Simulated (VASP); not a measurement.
Band structure of PdIn (CsCl type). All values below come from optB88-vdW, VASP's PBE PAW potentials (set 64) (plane waves; VASP 6.6.1).

Unless said otherwise, spin-orbit coupling is left out, though it shifts the bands of the heavy elements here.

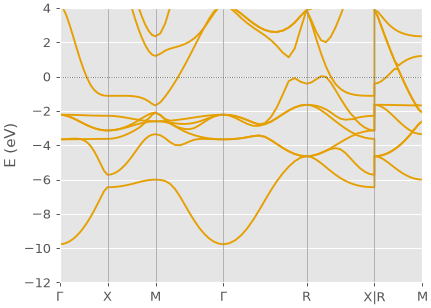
*Bands along high-symmetry lines, zero at the valence-band maximum or, without a gap, the Fermi level*

### Question
Read the plot: is there a gap, and where are the band edges?

### Answer
It has no gap at this level: it comes out as a metal or semimetal. (Edges off the drawn lines would not show.)

The compound is PdIn in the CsCl type structure. It was relaxed first, which changed the volume by +5 %. The electron count is odd and the run is not spin-polarised, which forces a metal.
